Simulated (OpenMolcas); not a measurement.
Single-point calculation of AlNH$_{4}$ (part 4 of 4)

The same run, continued: AlNH$_{4}$ (AlH2(NH2)); CCSD(T)/cc-pVDZ, RHF (OpenMolcas 26.06). The geometry comes from this level: GFN2-xTB.

Geometry of the input (Å):
```
Al 0.4112  0.7098  0.0041
H  1.9511  0.7541  0.0402
H  -0.3175  2.0686  -0.0206
N  -0.4778  -0.8270  -0.0067
H  -0.8038  -1.3379  -0.8198
H  -0.7632  -1.3675  0.8027
```

## Output, continued
```
 Five largest amplitudes of :T1bb
  SYMA   SYMB   SYMI   SYMJ     A      B      I      J     VALUE
    1      0      1      0      4      0      6      0     0.0136522942
    1      0      1      0      2      0      3      0    -0.0112525029
    1      0      1      0      4      0      5      0     0.0103269148
    1      0      1      0      5      0      3      0    -0.0084172842
    1      0      1      0     19      0      6      0     0.0075469174
 Euclidian norm is :     0.0327158568

 Five largest amplitudes of :T2aaaa
  SYMA   SYMB   SYMI   SYMJ     A      B      I      J     VALUE
    1      1      1      1     23     16      6      2     0.0128008876
    1      1      1      1     20     17      3      2     0.0096215663
    1      1      1      1     20      6      3      2    -0.0092842595
    1      1      1      1     20     19      6      3    -0.0087330637
    1      1      1      1      9      7      5      3     0.0083588026
 Euclidian norm is :     0.0850795300

 Five largest amplitudes of :T2bbbb
  SYMA   SYMB   SYMI   SYMJ     A      B      I      J     VALUE
    1      1      1      1     23     16      6      2     0.0128008876
    1      1      1      1     20     17      3      2     0.0096215663
    1      1      1      1     20      6      3      2    -0.0092842595
    1      1      1      1     20     19      6      3    -0.0087330637
    1      1      1      1      9      7      5      3     0.0083588026
 Euclidian norm is :     0.0850795300

 Five largest amplitudes of :T2abab
  SYMA   SYMB   SYMI   SYMJ     A      B      I      J     VALUE
    1      1      1      1     17     17      2      2    -0.0318248633
    1      1      1      1     16     16      2      2    -0.0297793904
    1      1      1      1      6      6      2      2    -0.0268416942
    1      1      1      1      9      9      5      5    -0.0261486309
    1      1      1      1      6     17      2      2     0.0235247586
 Euclidian norm is :     0.3129333243

      Happy Landing!

  **********************************
   Triples Contribution Calculation
  **********************************

 NORB  46
 NOA    6
 NOB    6
 NVA   40
 NVB   40

 NUMBER OF IRREPS             :  1
 MULTIPLICITY                 :  1
 OVERALL SYMMETRY STATE       :  1
 METHOD                       : CCSD+T(CCSD)+<T3(1)WT1> = CCSD(T)
 TYPE OF DENOMINATOR          : DIAGONAL
 SPIN ADAPTATION             : NONE
 CCSD RESULTS LOAD FROM FILE : RSTART
 PREFERENCE MATRIX MULT.     : NORMAL
 DENOMINATOR SHIFT FOR OCC.  :  0.00000E+00
 DENOMINATOR SHIFT FOR VIRT. :  0.00000E+00
 LEVEL OF OUTPUT PRINTING    : MINIMAL
 INPUT/OUTPUT HANDLING       : Standard SQ
 MATRIX HANDLING             : ESSL
 IJ CYCLE SEGMENTED          : NO

  Work space requirements :               488756
  Allocation of work space : Done
       CCSD     =      -298.9689834894077
       T3 corr. =        -0.0054245965377
       CCSD + T3=      -298.9744080859455
  T3 energy decomposition into spin parts
  Eaaa =  -1.0217317575322625E-004
  Eaab =  -2.6101250930973918E-003
  Eabb =  -2.6101250930973914E-003
  Ebbb =  -1.0217317575322623E-004

      Happy Landing!

--- Stop Module: ccsdt /rc=_RC_ALL_IS_WELL_ ---
--- Module ccsdt spent 1 second ---

.##################.
.# Happy landing! #.
.##################.

    Timing: Wall=4.82 User=3.85 System=0.95
```

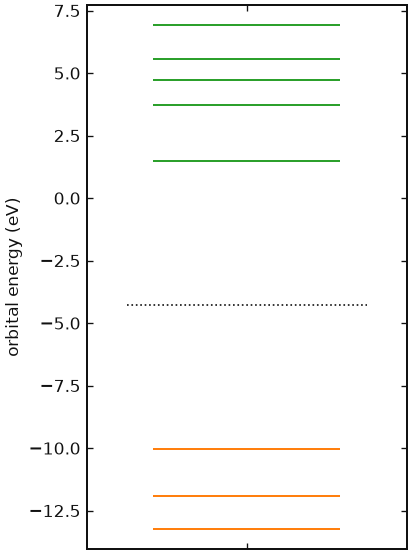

*Orbital energies near the frontier (SCF reference); the dotted line parts filled from empty levels, and levels within 0.02 eV of each other stand side by side.*

Highest filled −10.02 eV, lowest empty 1.48 eV, 11.50 eV apart.

## Summary

```tsv
quantity	value
outcome	converged
total energy	−298.974408 hartree
SCF energy	−298.696603 hartree
CCSD energy	−298.968983 hartree
correlation energy	−0.277805 hartree
(T) correction	−0.005425 hartree
basis functions	52
HOMO of the SCF reference	−10.02 eV
LUMO of the SCF reference	1.48 eV
hardware	1 thread of Intel Xeon @ 2.90GHz (Ice Lake), 16 GiB of memory available, shared host
wall time	5.1 s
peak memory	0.39 GiB
```
